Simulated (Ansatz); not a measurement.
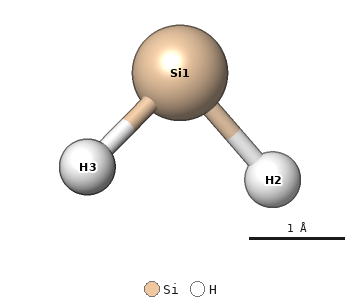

The input geometry of run A (ball-and-stick view, seen at a tilt; atoms are numbered from 1 in the order of the input).

## Two runs on SiH2

System: SiH2, SMILES [SiH2].
Method of run A: RKS B2PLYP (frozen core)/def2-TZVPP (Ansatz 0.2.0).

The geometry comes from this level: PBE0-D4/def2-TZVP. Text and figures count atoms from 1; the logs count them from 0 in places.

**Input, run A**
```yaml
crystal:
  periodic: [false, false, false]
  atoms:
    - {symbol: Si, position_ang: [-0.491202, 0.468571, -0.213612]}
    - {symbol: H, position_ang: [0.840317, 0.578644, 0.522462]}
    - {symbol: H, position_ang: [-0.349116, -1.047214, -0.308851]}
basis:
  gaussian: {orbitals: def2-TZVPP}
hamiltonian: {xc: {name: B2PLYP}}
```

Hardware: 2 CPU threads, shared host.

**Output (run A)**
```
Functional definition: B2PLYP
  parameter a = 0.53
  parameter c = 0.27
  exchange = (1 - a)*b88_x + a*exact_x
  correlation = (1 - c)*lyp_c + c*(mp2_os + mp2_ss)
395 factors; integrals over basis functions are off by at most 6.2e-4 eV
mean field evaluation 1: about -7903.4604 eV, gradient 7.3e0 eV
mean field evaluation 2: about -7903.4582 eV, gradient 7.3e0 eV
mean field evaluation 4: about -7903.6719 eV, gradient 5.2e-1 eV
mean field evaluation 8: about -7903.6724 eV, gradient 2.5e-3 eV
mean field evaluation 16: about -7903.6724 eV, gradient 9.0e-7 eV
mean field -7903.67242618 eV, -290.4546043605 hartree, gradient 9.0e-7 eV, S^2 0.000000; 0 other end points of the search recorded, 0 dependent functions left out; unrestricted orbitals would lower it
5 core orbitals not correlated: weight in the atoms' cores, before any rotation towards them, 1.000 or more for the frozen orbitals, at most 0.000 for the correlated occupied ones
reference -7903.67254486 eV, -290.4546087220 hartree; 3, 3 occupied and 62, 62 virtual orbitals, 395 factors
second order -3.74010296 eV of doubles, -0.00000000 eV of singles
Total energy: -7904.68237266 eV, -290.4917192091 hartree
```

The input of run B differs as follows (lines with − go, lines with + come):
```diff
-hamiltonian: {xc: {name: B2PLYP}}
+hamiltonian: {xc: {name: PBE-QIDH}}
```

How does run B compare with run A?

The total energies belong to different methods, so their difference says nothing on which is more stable or more accurate. The functional changes from B2PLYP to PBE-QIDH.

**Output (run B)**
```
Functional definition: PBE-QIDH
  parameter a = 3^(-1/3)
  parameter c = 1/3
  exchange = (1 - a)*pbe_x + a*exact_x
  correlation = (1 - c)*pbe_c + c*(mp2_os + mp2_ss)
395 factors; integrals over basis functions are off by at most 6.2e-4 eV
mean field evaluation 1: about -7900.7797 eV, gradient 6.6e0 eV
mean field evaluation 2: about -7900.7783 eV, gradient 6.6e0 eV
mean field evaluation 4: about -7900.9817 eV, gradient 5.1e-1 eV
mean field evaluation 8: about -7900.9824 eV, gradient 3.4e-3 eV
mean field evaluation 16: about -7900.9824 eV, gradient 2.0e-6 eV
mean field -7900.98244028 eV, -290.3557492020 hartree, gradient 2.0e-6 eV, S^2 0.000000; 0 other end points of the search recorded, 0 dependent functions left out; unrestricted orbitals would lower it
5 core orbitals not correlated: weight in the atoms' cores, before any rotation towards them, 1.000 or more for the frozen orbitals, at most 0.000 for the correlated occupied ones
reference -7900.98244915 eV, -290.3557495280 hartree; 3, 3 occupied and 62, 62 virtual orbitals, 395 factors
second order -3.44002699 eV of doubles, -0.00000000 eV of singles
Total energy: -7902.12912481 eV, -290.3978890814 hartree
```

**The two runs side by side**

| quantity | run A | run B |
| --- | --- | --- |
| outcome | converged | converged |
| total energy (hartree) | −290.491719 | −290.397889 |
| basis functions | 70 | 70 |
